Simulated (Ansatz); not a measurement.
GaHNP (SMILES [PH]#[N+][Ga]) (charge +1, doublet)

```xyz
4

Ga   -0.4363    1.0181   -2.4263
N    -0.1200   -0.0844   -0.4681
P    -0.2994   -0.9853    0.7831
H     0.9781   -0.7482    1.4342
```

Geometry: PBE0-D3(BJ)/pcseg-1.

All numbers below come from Ansatz, isolated molecule in a Gaussian basis; Kohn-Sham density functional theory, functional PBE0.

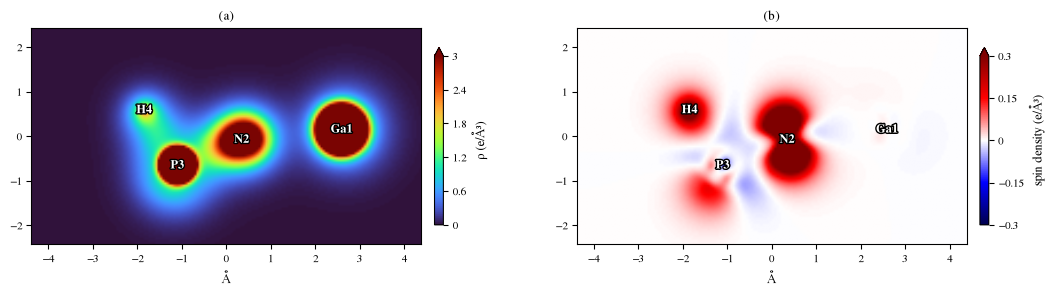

Figure 1. (a) total electron density; (b) spin density (α minus β) on the molecular plane.

Q: Describe what can be read from this map.

A:
- Atoms in the plane: Ga, N, P and H.
- P–N (1.55 Å): ρ is about 1.7 e/Å³ halfway.
- Ga–N (2.27 Å): ρ is about 0.36 e/Å³ halfway.
- P–H (1.45 Å): ρ at the midpoint is about 1.1 e/Å³.
- The unpaired spin (1 electron) lies mostly on N2 (about 0.7), P3 (about 0.1) and H4 (about 0.1), in electrons by Hirshfeld's partition.

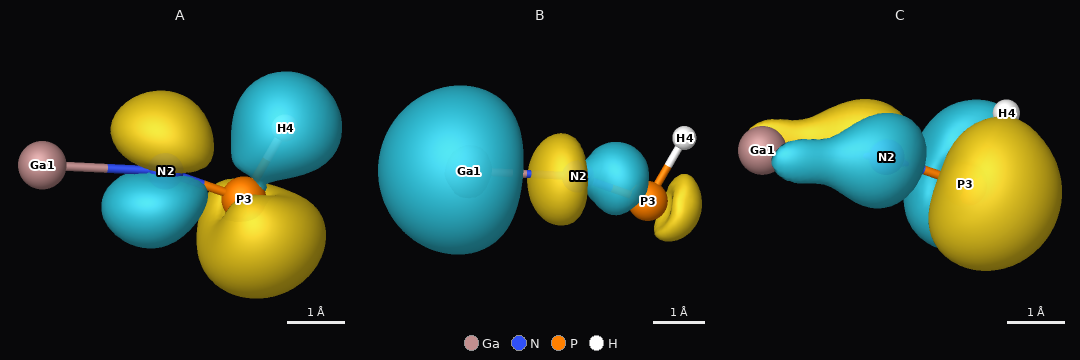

Figure 2. Three frontier orbitals at ±0.1 Å⁻³ᐟ² (yellow and cyan are the two phases), in no order.

Q: Which picture is the HOMO−1, the HOMO and the LUMO? All are α orbitals.

A: B is the HOMO−1 (α) (−13.48 eV). By Hirshfeld shares it lies mainly on Ga1 (about 75 %), N2 (about 15 %) and P3 (about 5 %); it is symmetric in the molecular plane (an in-plane orbital: σ, lone-pair or in-plane π type). A is the HOMO (α) (−13.13 eV). It lies mainly on P3 (about 45 %), N2 (about 35 %) and H4 (about 15 %); it is symmetric in the molecular plane (an in-plane orbital: σ, lone-pair or in-plane π type). C is the LUMO (α) (−8.13 eV). It lies mainly on P3 (about 65 %), N2 (about 20 %) and Ga1 (about 10 %); it changes sign across the molecular plane (π type); π-bonding across Ga1–N2; π-antibonding (a node) across N2–P3.

Q: What is the gap between the highest occupied and lowest empty α orbitals?

A: 5.00 eV between the orbital energies.

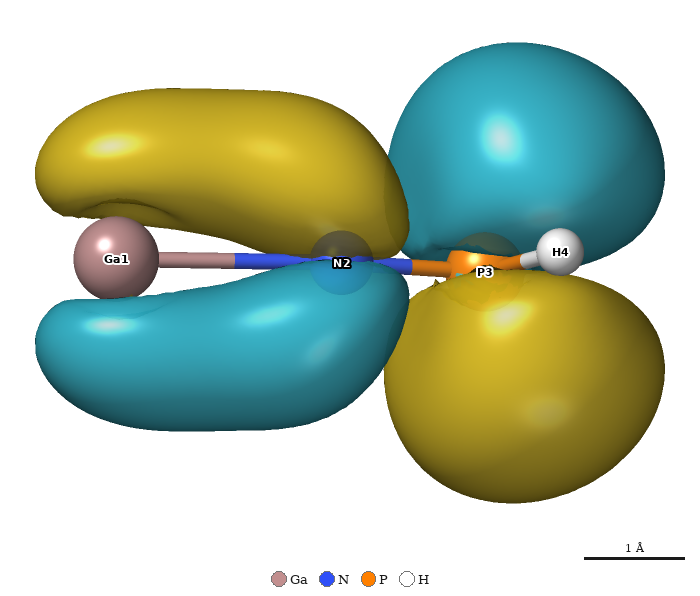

Figure 3. The LUMO (α) at ±0.06 Å⁻³ᐟ² (yellow and cyan are the two phases), seen from one side.

Q: Where does this orbital lie, and at what energy?

A: By Hirshfeld shares it lies mainly on P3 (about 65 %), N2 (about 20 %) and Ga1 (about 10 %); it changes sign across the molecular plane (π type); π-bonding across Ga1–N2; π-antibonding (a node) across N2–P3. Its energy is −8.13 eV.
